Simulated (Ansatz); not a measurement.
Input

```
basis:
  gaussian: {orbitals: def2-TZVPD}
crystal:
  periodic: [false, false, false]
  atoms:
    - {symbol: F, position_ang: [-1.408282, -1.171985, 0.278162]}
    - {symbol: F, position_ang: [1.712290, -0.679360, -0.286442]}
    - {symbol: F, position_ang: [-0.318759, -0.069393, -1.858801]}
    - {symbol: F, position_ang: [0.332523, 0.048209, 1.843443]}
    - {symbol: F, position_ang: [-0.282622, 1.819286, -0.014877]}
    - {symbol: Ta, position_ang: [0.006951, -0.010758, -0.007685]}
hamiltonian: {xc: {name: PBE0}}
output: {forces: true, orbitals: {seedname: orbitals}}
```

Command:

```sh
ansatz run input.yaml --threads 2 --pin off --max-ram 5220MiB --events-out events.jsonl --progress --plain --runs-dir runs
```

Geometry: PBE0-D4/def2-SVP; core potentials replace the inner electrons of Ta.

All numbers below come from isolated molecule in a Gaussian basis; Kohn-Sham density functional theory, functional PBE0 in Ansatz.

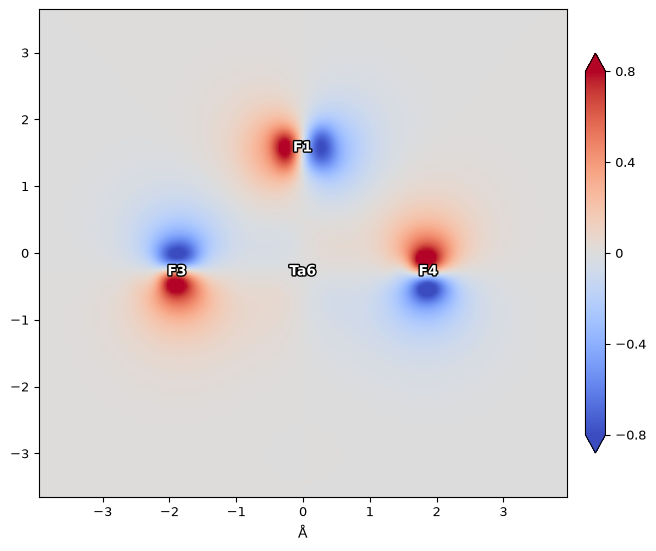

F$_{5}$Ta (SMILES [F][Ta]([F])([F])([F])[F]). The HOMO on the plane of atoms F1, Ta6 and F3 (values in Å⁻³ᐟ²; the overall sign is arbitrary).

> Describe this orbital and give its energy.

Its weight (Hirshfeld) is mainly on F4 (about 30 %), F3 (about 30 %), F1 (about 20 %) and F5 (about 20 %); largely a combination of lone pairs on F4, F3, F1 and F5. It is one of a degenerate set, so its orientation is arbitrary. Its energy is −12.27 eV.
